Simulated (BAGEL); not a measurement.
# Si2H6O2 (SMILES O[SiH2][SiH2]O): a chain of runs

Aim: a single-point energy (HF/def2-SV(P)), then a single-point energy (NEVPT2(2,2)/def2-SV(P)), then a single-point energy (CASPT2(2,2)/def2-SV(P)) of Si2H6O2. 

Program for the calculation: BAGEL 1.2.2.

**1. The system as given**

The species is Si2H6O2 (10 atoms), meant as a singlet with charge 0. SMILES: `O[SiH2][SiH2]O`. The Si3–H8 distance was set to 2.838 Å, away from the relaxed value. At this shape a bond of the SMILES string is far longer than usual.

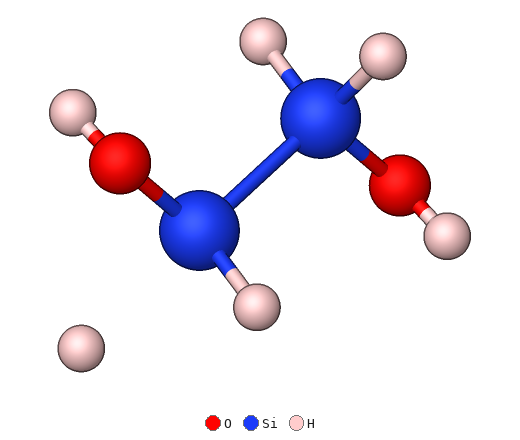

Viewed from a chosen angle; oxygen red, silicon blue, hydrogen pink.

**2. The energy at HF/def2-SV(P) (density fitting with svp-jkfit) (run 1)**

input.json

```json
{ "bagel": [

{
  "title": "molecule",
  "basis": "def2-sv_p_.json",
  "df_basis": "svp-jkfit",
  "angstrom": false,
  "geometry": [
    { "atom": "O", "xyz": [  0.42154121,  4.51690653,  1.99180724 ] },
    { "atom": "Si", "xyz": [  2.57129365,  2.24602265,  1.86084922 ] },
    { "atom": "Si", "xyz": [  2.07448465, -0.32324899, -1.74361439 ] },
    { "atom": "O", "xyz": [  4.22083558, -2.59734541, -1.87060399 ] },
    { "atom": "H", "xyz": [  0.44043847,  5.75996838,  0.67617991 ] },
    { "atom": "H", "xyz": [  2.20582061,  0.73632045,  4.20297578 ] },
    { "atom": "H", "xyz": [  5.18667460,  3.30559209,  1.91111593 ] },
    { "atom": "H", "xyz": [ -2.89789501, -2.32814259, -1.84342783 ] },
    { "atom": "H", "xyz": [  2.44505994,  1.18456348, -4.08611889 ] },
    { "atom": "H", "xyz": [  4.19910373, -3.83908445, -0.55365385 ] }
  ]
},
{
  "title": "hf"
},
{
  "title": "print",
  "file": "orbitals.molden",
  "orbitals": true
}

]}
```

The basis set def2-SV(P) is read from a file made from the Basis Set Exchange's data (not shown).

On the command line:

```sh
BAGEL_NUM_THREADS=1 BAGEL input.json > input.out
```

Log:

```text
* using 1 threads per process

  ===============================================================
  ===============================================================

  *** Geometry ***

  { "atom" : "O", "xyz" : [      0.421541,      4.516907,      1.991807 ] },
  { "atom" : "Si", "xyz" : [      2.571294,      2.246023,      1.860849 ] },
  { "atom" : "Si", "xyz" : [      2.074485,     -0.323249,     -1.743614 ] },
  { "atom" : "O", "xyz" : [      4.220836,     -2.597345,     -1.870604 ] },
  { "atom" : "H", "xyz" : [      0.440438,      5.759968,      0.676180 ] },
  { "atom" : "H", "xyz" : [      2.205821,      0.736320,      4.202976 ] },
  { "atom" : "H", "xyz" : [      5.186675,      3.305592,      1.911116 ] },
  { "atom" : "H", "xyz" : [     -2.897895,     -2.328143,     -1.843428 ] },
  { "atom" : "H", "xyz" : [      2.445060,      1.184563,     -4.086119 ] },
  { "atom" : "H", "xyz" : [      4.199104,     -3.839084,     -0.553654 ] },

  Number of auxiliary basis functions:      518

  Since a DF basis is specified, we compute 2- and 3-index integrals:
    o Being stored without compression. Storage requirement is 0.024 GB

  Number of basis functions:       76
  Number of electrons      :       50

    * METHOD: MOLECULE                             0.25

  *** RHF ***

  === Nuclear Repulsion ===
   218.0794812501

      * DIIS with orbital gradients will be used.

  === RHF iteration (def2-sv_p_.json) ===
      0       -730.36053938          0.02490964           0.07
      1       -730.53968811          0.01730285           0.08
      2       -730.66619395          0.00148150           0.07
      3       -730.66800976          0.00030738           0.07
      4       -730.66809202          0.00010592           0.07
      5       -730.66810121          0.00003748           0.07
      6       -730.66810248          0.00001530           0.07
      7       -730.66810274          0.00000373           0.08
      8       -730.66810277          0.00000118           0.07
      9       -730.66810277          0.00000050           0.07
     10       -730.66810277          0.00000017           0.07
     11       -730.66810277          0.00000005           0.07
     12       -730.66810277          0.00000002           0.07
     13       -730.66810277          0.00000001           0.07
    * SCF iteration converged.

    * Permanent dipole moment:
           (   -1.250477,    -0.602552,    -0.199047) a.u.

    * METHOD: HF                                   1.19

    * METHOD: PRINT                                0.01

  ===============================================================
```

Wall time 1.6 s (1 thread of Arm Neoverse V1, shared host); peak memory 0.18 GiB.

**3. A single-point energy at NEVPT2(2,2)/def2-SV(P) (density fitting with svp-jkfit) (run 2)**

calc.json

```json
{ "bagel": [

{
  "title": "molecule",
  "basis": "def2-sv_p_.json",
  "df_basis": "svp-jkfit",
  "angstrom": "false",
  "geometry": [
    { "atom": "O", "xyz": [  0.42154121,  4.51690653,  1.99180724 ] },
    { "atom": "Si", "xyz": [  2.57129365,  2.24602265,  1.86084922 ] },
    { "atom": "Si", "xyz": [  2.07448465, -0.32324899, -1.74361439 ] },
    { "atom": "O", "xyz": [  4.22083558, -2.59734541, -1.87060399 ] },
    { "atom": "H", "xyz": [  0.44043847,  5.75996838,  0.67617991 ] },
    { "atom": "H", "xyz": [  2.20582061,  0.73632045,  4.20297578 ] },
    { "atom": "H", "xyz": [  5.18667460,  3.30559209,  1.91111593 ] },
    { "atom": "H", "xyz": [ -2.89789501, -2.32814259, -1.84342783 ] },
    { "atom": "H", "xyz": [  2.44505994,  1.18456348, -4.08611889 ] },
    { "atom": "H", "xyz": [  4.19910373, -3.83908445, -0.55365385 ] }
  ]
},
{ "title": "hf" },
{ "title": "casscf", "nstate": 1, "nact": 2, "nclosed": 24, "active": [25, 26], "maxiter": 200, "natocc": "true" },
{ "title": "nevpt2", "nstate": 1, "nact": 2, "nclosed": 24, "active": [25, 26], "maxiter": 200, "natocc": "true", "ncore": 12 },
{ "title": "print", "file": "orbitals.molden", "orbitals": "true" }

]}
```

The basis set def2-SV(P) is read from a file made from the Basis Set Exchange's data (not shown).

On the command line:

```sh
BAGEL_NUM_THREADS=1 BAGEL calc.json > calc.out
```

Log:

```text
* using 1 threads per process

  ===============================================================
  ===============================================================

  *** Geometry ***

  { "atom" : "O", "xyz" : [      0.421541,      4.516907,      1.991807 ] },
  { "atom" : "Si", "xyz" : [      2.571294,      2.246023,      1.860849 ] },
  { "atom" : "Si", "xyz" : [      2.074485,     -0.323249,     -1.743614 ] },
  { "atom" : "O", "xyz" : [      4.220836,     -2.597345,     -1.870604 ] },
  { "atom" : "H", "xyz" : [      0.440438,      5.759968,      0.676180 ] },
  { "atom" : "H", "xyz" : [      2.205821,      0.736320,      4.202976 ] },
  { "atom" : "H", "xyz" : [      5.186675,      3.305592,      1.911116 ] },
  { "atom" : "H", "xyz" : [     -2.897895,     -2.328143,     -1.843428 ] },
  { "atom" : "H", "xyz" : [      2.445060,      1.184563,     -4.086119 ] },
  { "atom" : "H", "xyz" : [      4.199104,     -3.839084,     -0.553654 ] },

  Number of auxiliary basis functions:      518

  Since a DF basis is specified, we compute 2- and 3-index integrals:
    o Being stored without compression. Storage requirement is 0.024 GB

  Number of basis functions:       76
  Number of electrons      :       50

    * METHOD: MOLECULE                             0.25

  *** RHF ***

  === Nuclear Repulsion ===
   218.0794812501

      * DIIS with orbital gradients will be used.

  === RHF iteration (def2-sv_p_.json) ===
      0       -730.36053938          0.02490964           0.07
      1       -730.53968811          0.01730285           0.07
      2       -730.66619395          0.00148150           0.07
      3       -730.66800976          0.00030738           0.08
      4       -730.66809202          0.00010592           0.08
      5       -730.66810121          0.00003748           0.07
      6       -730.66810248          0.00001530           0.07
      7       -730.66810274          0.00000373           0.07
      8       -730.66810277          0.00000118           0.07
      9       -730.66810277          0.00000050           0.07
     10       -730.66810277          0.00000017           0.08
     11       -730.66810277          0.00000005           0.07
     12       -730.66810277          0.00000002           0.07
     13       -730.66810277          0.00000001           0.07
    * SCF iteration converged.

    * Permanent dipole moment:
           (   -1.250477,    -0.602552,    -0.199047) a.u.

    * METHOD: HF                                   1.19

  ---------------------------
      CASSCF calculation
  ---------------------------

    ==== Active orbitals : =====
         Orbital 25
         Orbital 26
    ============================

    * nstate   :      1
    * nclosed  :     24
    * nact     :      2
    * nvirt    :     50
  === CASSCF iteration (def2-sv_p_.json) ===

    * Using the second-order algorithm

      0  0      -730.70063740     4.02e-03      0.03

      1  0      -730.72181343     1.07e-03      0.42

      2  0      -730.72331596     3.91e-04      0.40

      3  0      -730.72340439     1.31e-04      0.43

      4  0      -730.72341247     4.08e-05      0.43

      5  0      -730.72341323     1.25e-05      0.42

      6  0      -730.72341330     3.83e-06      0.42

      7  0      -730.72341331     1.17e-06      0.43

      8  0      -730.72341331     3.58e-07      0.40

      9  0      -730.72341331     1.09e-07      0.38

     10  0      -730.72341331     3.34e-08      0.35

     11  0      -730.72341331     1.02e-08      0.34

     12  0      -730.72341331     3.12e-09      0.31

    * Second-order optimization converged. *

     guess   0:   closed 1.                   open ..

  === FCI iteration ===

      0  0      -730.66069647     7.44e-02      0.00
      1  0      -730.72054427     1.53e-02      0.00
      2  0 *    -730.72341331     5.13e-16      0.00

     * ci vector, state   0, <S^2> = 0.0000
       2.     0.9205369581
       .2    -0.3906554860

    * METHOD: CASSCF                               4.91

    * freezing 12 orbitals

  === DF-NEVPT2 calculation ===

    * 3-index integral transformation done
    * assembly done

      NEVPT2 correlation energy:   -0.5141844888      0.13

          (+0)     -0.4823829685
          (+0)'    -0.0041300403
          (+1)     -0.0115477886
          (+1)'    -0.0000000000
          (+2)     -0.0002699216
          (-1)     -0.0153774244
          (-1)'     0.0000000000
          (-2)     -0.0004763455

      NEVPT2 total energy:       -731.2375977964

    * METHOD: NEVPT2                               0.27

    * METHOD: PRINT                                0.01

  ===============================================================
```

Wall time 6.9 s (1 thread of Arm Neoverse V1, shared host); peak memory 0.18 GiB.

**4. The energy at CASPT2(2,2)/def2-SV(P) (density fitting with svp-jkfit) (run 3)**

input.json

```json
{ "bagel" : [

{
  "title" : "molecule",
  "basis" : "def2-sv_p_.json",
  "df_basis" : "svp-jkfit",
  "geometry" : [
    { "atom" : "O", "xyz" : [     0.42154121,     4.51690653,     1.99180724 ] },
    { "atom" : "Si", "xyz" : [     2.57129365,     2.24602265,     1.86084922 ] },
    { "atom" : "Si", "xyz" : [     2.07448465,    -0.32324899,    -1.74361439 ] },
    { "atom" : "O", "xyz" : [     4.22083558,    -2.59734541,    -1.87060399 ] },
    { "atom" : "H", "xyz" : [     0.44043847,     5.75996838,     0.67617991 ] },
    { "atom" : "H", "xyz" : [     2.20582061,     0.73632045,     4.20297578 ] },
    { "atom" : "H", "xyz" : [     5.18667460,     3.30559209,     1.91111593 ] },
    { "atom" : "H", "xyz" : [    -2.89789501,    -2.32814259,    -1.84342783 ] },
    { "atom" : "H", "xyz" : [     2.44505994,     1.18456348,    -4.08611889 ] },
    { "atom" : "H", "xyz" : [     4.19910373,    -3.83908445,    -0.55365385 ] }
  ]
},

{ "title" : "hf" },

{ "title" : "casscf", "nstate" : 1, "nact" : 2, "nclosed" : 24, "active" : [25, 26], "maxiter" : 200, "natocc" : true },

{ "title" : "print", "file" : "orbitals.molden", "orbitals" : true },

{ "title" : "smith", "method" : "caspt2", "ms" : true, "xms" : true, "sssr" : true, "shift" : 0.2, "shift_imag" : true, "ncore" : 12 }

]}
```

The basis set def2-SV(P) is read from a file made from the Basis Set Exchange's data (not shown).

On the command line:

```sh
BAGEL_NUM_THREADS=1 BAGEL input.json > input.out
```

Log:

```text
* using 1 threads per process

  ===============================================================
  ===============================================================

  *** Geometry ***

  { "atom" : "O", "xyz" : [      0.421541,      4.516907,      1.991807 ] },
  { "atom" : "Si", "xyz" : [      2.571294,      2.246023,      1.860849 ] },
  { "atom" : "Si", "xyz" : [      2.074485,     -0.323249,     -1.743614 ] },
  { "atom" : "O", "xyz" : [      4.220836,     -2.597345,     -1.870604 ] },
  { "atom" : "H", "xyz" : [      0.440438,      5.759968,      0.676180 ] },
  { "atom" : "H", "xyz" : [      2.205821,      0.736320,      4.202976 ] },
  { "atom" : "H", "xyz" : [      5.186675,      3.305592,      1.911116 ] },
  { "atom" : "H", "xyz" : [     -2.897895,     -2.328143,     -1.843428 ] },
  { "atom" : "H", "xyz" : [      2.445060,      1.184563,     -4.086119 ] },
  { "atom" : "H", "xyz" : [      4.199104,     -3.839084,     -0.553654 ] },

  Number of auxiliary basis functions:      518

  Since a DF basis is specified, we compute 2- and 3-index integrals:
    o Being stored without compression. Storage requirement is 0.024 GB

  Number of basis functions:       76
  Number of electrons      :       50

    * METHOD: MOLECULE                             0.26

  *** RHF ***

  === Nuclear Repulsion ===
   218.0794812501

      * DIIS with orbital gradients will be used.

  === RHF iteration (def2-sv_p_.json) ===
      0       -730.36053938          0.02490964           0.08
      1       -730.53968811          0.01730285           0.08
      2       -730.66619395          0.00148150           0.08
      3       -730.66800976          0.00030738           0.07
      4       -730.66809202          0.00010592           0.07
      5       -730.66810121          0.00003748           0.07
      6       -730.66810248          0.00001530           0.07
      7       -730.66810274          0.00000373           0.08
      8       -730.66810277          0.00000118           0.08
      9       -730.66810277          0.00000050           0.08
     10       -730.66810277          0.00000017           0.07
     11       -730.66810277          0.00000005           0.08
     12       -730.66810277          0.00000002           0.07
     13       -730.66810277          0.00000001           0.07
    * SCF iteration converged.

    * Permanent dipole moment:
           (   -1.250477,    -0.602552,    -0.199047) a.u.

    * METHOD: HF                                   1.20

  ---------------------------
      CASSCF calculation
  ---------------------------

    ==== Active orbitals : =====
         Orbital 25
         Orbital 26
    ============================

    * nstate   :      1
    * nclosed  :     24
    * nact     :      2
    * nvirt    :     50
  === CASSCF iteration (def2-sv_p_.json) ===

    * Using the second-order algorithm

      0  0      -730.70063740     4.02e-03      0.03

      1  0      -730.72181343     1.07e-03      0.41

      2  0      -730.72331596     3.91e-04      0.40

      3  0      -730.72340439     1.31e-04      0.42

      4  0      -730.72341247     4.08e-05      0.42

      5  0      -730.72341323     1.25e-05      0.42

      6  0      -730.72341330     3.83e-06      0.42

      7  0      -730.72341331     1.17e-06      0.43

      8  0      -730.72341331     3.58e-07      0.40

      9  0      -730.72341331     1.09e-07      0.37

     10  0      -730.72341331     3.34e-08      0.35

     11  0      -730.72341331     1.02e-08      0.33

     12  0      -730.72341331     3.12e-09      0.31

    * Second-order optimization converged. *

     guess   0:   closed 1.                   open ..

  === FCI iteration ===

      0  0      -730.66069647     7.44e-02      0.00
      1  0      -730.72054427     1.53e-02      0.00
      2  0 *    -730.72341331     5.13e-16      0.00

     * ci vector, state   0, <S^2> = 0.0000
       2.     0.9205369581
       .2    -0.3906554860

    * METHOD: CASSCF                               4.89

    * METHOD: PRINT                                0.01

  === SMITH program ===

    * freezing 12 orbitals

    * Approximate memory requirement for SMITH calulation per MPI process:
      o Storage requirement for T-amplitude, lambda, and residual is 0.01 GB
      o Storage requirement for MO integrals is 0.00 GB
    * Calculating and saving rdm4f

    * Zeroth order energy : state  0       -0.4814013222

    * CASPT2 iteration is performed using orthogonal basis

      -------------------------------------------  CASPT2 iteration  ---------------------------------------------------
       #      aibj      arbs      arbi      airj      risj      airs      arst      rist         Etot      error   time
      ------------------------------------------------------------------------------------------------------------------

       0  -0.48068  -0.00065  -0.01616  -0.01263  -0.00044  -0.00399  -0.00000  -0.00000   -0.5145546  0.0005242   0.05
       1  -0.48072  -0.00065  -0.01617  -0.01269  -0.00046  -0.00405   0.00000  -0.00000   -0.5147390  0.0000746   0.05
       2  -0.48072  -0.00065  -0.01617  -0.01269  -0.00046  -0.00405  -0.00000  -0.00000   -0.5147424  0.0000121   0.06
       3  -0.48072  -0.00065  -0.01617  -0.01269  -0.00046  -0.00405  -0.00000  -0.00000   -0.5147425  0.0000021   0.06
       4  -0.48072  -0.00065  -0.01617  -0.01269  -0.00046  -0.00405   0.00000  -0.00000   -0.5147425  0.0000003   0.06

      ------------------------------------------------------------------------------------------------------------------

    * CASPT2 energy : state  0     -731.2408059604
        w/o shift correction       -731.2381558084
        reference weight              0.8584497483

    * METHOD: SMITH                                0.48

  ===============================================================
```

Wall time 7.2 s (1 thread of Arm Neoverse V1, shared host); peak memory 0.18 GiB.

**5. Results**

```
                                   quantity          value
         run 1, HF/def2-SV(P): total energy  -730.66810 Eh
        run 1, HF/def2-SV(P): dipole moment         3.56 D
          run 1, HF/def2-SV(P): HOMO energy       -8.39 eV
          run 1, HF/def2-SV(P): LUMO energy        0.31 eV
        run 1, HF/def2-SV(P): HOMO–LUMO gap        8.70 eV
run 2, NEVPT2(2,2)/def2-SV(P): total energy  -731.23760 Eh
run 3, CASPT2(2,2)/def2-SV(P): total energy  -731.24081 Eh
```

One bond (run 1, HF/def2-SV(P)) is far stretched, which a spin-restricted single reference describes badly; a broken-symmetry solution may lie lower.
